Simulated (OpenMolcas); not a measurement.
```
&GATEWAY
Basis set
Cr.ANO-RCC-VDZP.
Cr1 0.0 0.0 0.0 Angstrom
End of basis
Basis set
F.ANO-RCC-VDZP.
L1 2.031000 0.000000 0.000000 Angstrom
L2 0.000000 2.031000 0.000000 Angstrom
L3 0.000000 0.000000 2.031000 Angstrom
End of basis
Basis set
Li.EMB-AIMP.Seijo.0s.0s.ECP.LiF.
PseudoCharge
* 67 symmetry-unique lattice sites within 7.6 angstrom
End of basis
Basis set
F.EMB-AIMP.Seijo.0s.0s.ECP.LiF.
PseudoCharge
* 55 symmetry-unique lattice sites within 7.6 angstrom
End of basis
Symmetry
XYZ
AngMom=0.0 0.0 0.0
AMFI
RICD
XField
973 Angstrom 0
* Evjen-weighted lattice charges
&SEWARD
&RASSCF
FileOrb=start.orb
Symmetry=1
Spin=5
nActEl=4 0 0
Inactive=18 21
Ras2=5 0
CIRoot=5 5 1
SDav=5
CIMx=300
Iter=150 100
PrWF=0.3
OrbListing=Nothing
MaxOrb=0
LevShft=1.0
>>> COPY $Project.JobIph JOB001
&RASSCF
FileOrb=start.orb
Symmetry=1
Spin=3
nActEl=4 0 0
Inactive=18 21
Ras2=5 0
CIRoot=45 45 1
SDav=45
CIMx=300
Iter=150 100
PrWF=0.3
OrbListing=Nothing
MaxOrb=0
LevShft=1.0
>>> COPY $Project.JobIph JOB002
&RASSCF
FileOrb=start.orb
Symmetry=1
Spin=1
nActEl=4 0 0
Inactive=18 21
Ras2=5 0
CIRoot=50 50 1
SDav=50
CIMx=300
Iter=150 100
PrWF=0.3
OrbListing=Nothing
MaxOrb=0
LevShft=1.0
>>> COPY $Project.JobIph JOB003
&RASSI
NrOfJobIphs=3 5 45 50
1 2 3 4 5
1 2 3 4 5 6 7 8 9 10 11 12 13 14 15 16 17 18 19 20 21 22 23 24 25 26 27
28 29 30 31 32 33 34 35 36 37 38 39 40 41 42 43 44 45
1 2 3 4 5 6 7 8 9 10 11 12 13 14 15 16 17 18 19 20 21 22 23 24 25 26 27
28 29 30 31 32 33 34 35 36 37 38 39 40 41 42 43 44 45 46 47 48 49 50
IphNames
JOB001
JOB002
JOB003
EJob
SpinOrbit
DIPRint=1.0
SOCoupling=1000.0
Subsets=2
Property=9
'ANGMOM' 1 'ANGMOM' 2 'ANGMOM' 3 'MLTPL  1' 1 'MLTPL  1' 2 'MLTPL  1' 3
'AMFI' 1 'AMFI' 2 'AMFI' 3
SOProperty=3
'ANGMOM' 1 'ANGMOM' 2 'ANGMOM' 3
>>> COPY JOB001 $Project.JobIph
&CASPT2
Multistate=5 1 2 3 4 5
NoMult
Frozen=5 6
IPEA=0.25
Imaginary=0.1
MaxIter=60
WThr=0.0 0.3 0.05
PrWF=0.5
NoMix
>>> COPY JOB002 $Project.JobIph
&CASPT2
Multistate=45 1 2 3 4 5 6 7 8 9 10 11 12 13 14 15 16 17 18 19 20 21 22
23 24 25 26 27 28 29 30 31 32 33 34 35 36 37 38 39 40 41 42 43 44 45
NoMult
Frozen=5 6
IPEA=0.25
Imaginary=0.1
MaxIter=60
WThr=0.0 0.3 0.05
PrWF=0.5
NoMix
>>> COPY JOB003 $Project.JobIph
&CASPT2
Multistate=50 1 2 3 4 5 6 7 8 9 10 11 12 13 14 15 16 17 18 19 20 21 22
23 24 25 26 27 28 29 30 31 32 33 34 35 36 37 38 39 40 41 42 43 44 45 46
47 48 49 50
NoMult
Frozen=5 6
IPEA=0.25
Imaginary=0.1
MaxIter=60
WThr=0.0 0.3 0.05
PrWF=0.5
NoMix
```

Run as:
```bash
OMP_NUM_THREADS=1 MOLCAS_MEM=2457 MOLCAS_PROJECT=a pymolcas a.inp > a.log  # once for each step of the input, in one work folder
```

The CASPT2 energies were then put on the diagonal of the RASSI spin-orbit matrix.

Level of the calculation: state-averaged SS-CASPT2, IPEA shift 0.25, imaginary shift 0.1 hartree, closed shells 3s 3p correlated, active space 4 electrons in the shell 3d, basis ANO-RCC-VDZP on all atoms, DKH2 scalar Hamiltonian, spin-orbit coupling by RASSI with atomic mean-field integrals (OpenMolcas). Powder susceptibility by Van Vleck's formula.

Cr²⁺ (3d⁴) as a dopant in LiF, a cluster with its 6 nearest F⁻ at 2.031 Å (octahedron) embedded in model potentials and point charges; the geometry was set, not optimised. The cluster and the levels that result:

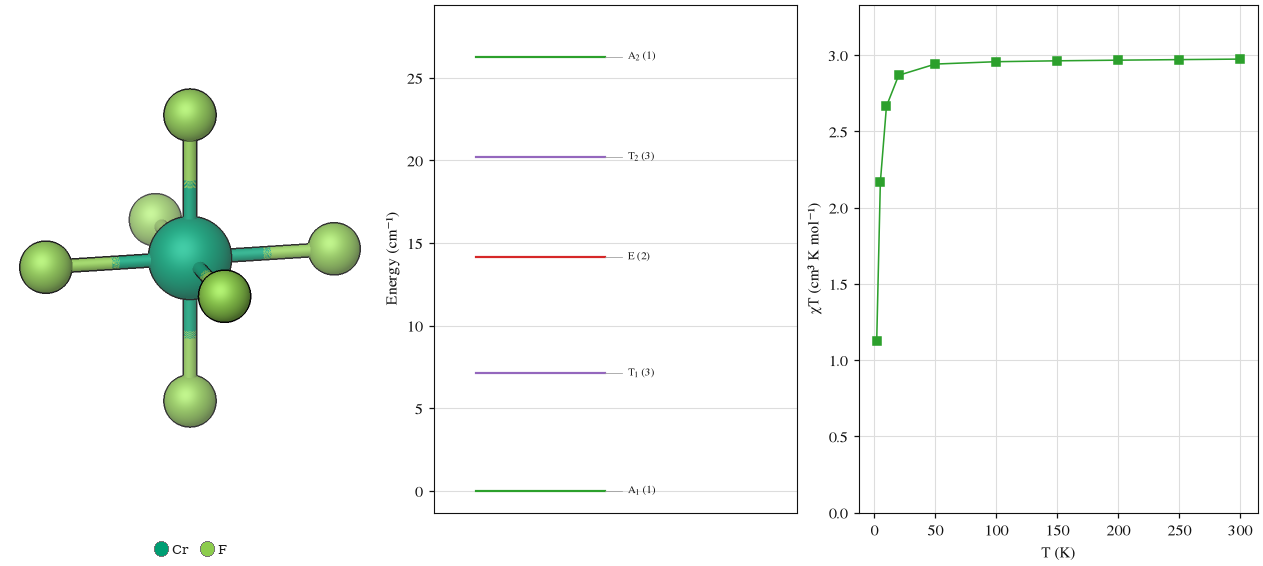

Labels give the representation in O, Td, D4 or D3 as the site allows (double group for half-integer spin) where it could be assigned and, in brackets, the degeneracy; spin-free states, where drawn, share the zero of the spin-orbit levels.

The ground level is A₁, non-degenerate, 100 % from states of spin multiplicity 5. The next level lies at 7.1 cm⁻¹ (T₁). χT is 1.12 cm³ K mol⁻¹ at 2 K and 2.97 at 300 K, an effective moment of 4.88 μB.

Note: orbital doublet at a regular site, Jahn-Teller distortion not allowed for; small active space favours high spin, ground spin may be wrong; the geometry is set by hand, with no relaxation and no charge compensation.
